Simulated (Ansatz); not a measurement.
Consider this structure, W₃O₄.

```yaml
crystal:
  lattice:
    - [4.63594, 0.00000, 0.00000]
    - [0.00000, 8.87161, 0.00000]
    - [-1.18519, 0.00000, 4.76068]
  atoms:
    - { symbol: O, position: [0.90879, 0.20450, 0.13136] }
    - { symbol: O, position: [0.09121, 0.70450, 0.36864] }
    - { symbol: O, position: [0.09121, 0.79550, 0.86864] }
    - { symbol: O, position: [0.90879, 0.29550, 0.63136] }
    - { symbol: W, position: [0.79821, 0.41014, 0.95580] }
    - { symbol: W, position: [0.20179, 0.91014, 0.54420] }
    - { symbol: W, position: [0.20179, 0.58986, 0.04420] }
    - { symbol: W, position: [0.79821, 0.08986, 0.45580] }
    - { symbol: O, position: [0.59535, 0.49798, 0.25268] }
    - { symbol: O, position: [0.40465, 0.99798, 0.24732] }
    - { symbol: O, position: [0.40465, 0.50202, 0.74732] }
    - { symbol: O, position: [0.59535, 0.00202, 0.75268] }
    - { symbol: W, position: [0.00000, 0.00000, 0.00000] }
    - { symbol: W, position: [0.00000, 0.50000, 0.50000] }
```

Structure used: coordinates from a relaxation with Ansatz 0.2.0, DFT, PAW plane waves, r2scan; the starting structure was generated, so it need not be a known form of this composition.

> Predict the first 2 clear peaks of the neutron G(r) with σ = 0.12 Å, and name the atom pairs.

1. 2.02 Å: O–W at 1.97–2.07 Å
2. 2.74 Å: O–O at 2.58–2.89 Å; W–W at 2.73–2.74 Å

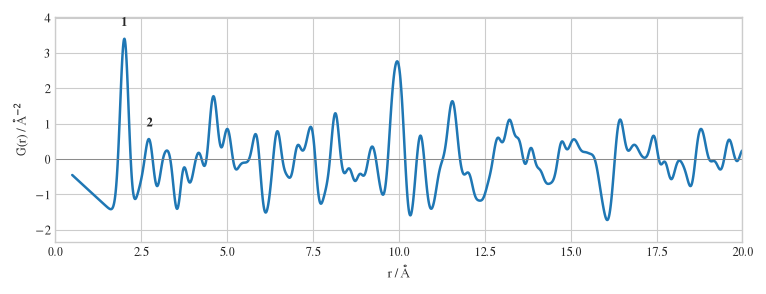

Simulated neutron pair distribution function, G(r) = R(r)/r − 4πρ₀r, summed over the atomic distances of the structure with each pair weighted by the product of the tabulated coherent neutron scattering lengths (natural isotope mix where the element has one); every distance is a Gaussian of σ = 0.12 Å, damped by exp(−(Q_damp r)²/2) with Q_damp = 0.060 Å⁻¹.
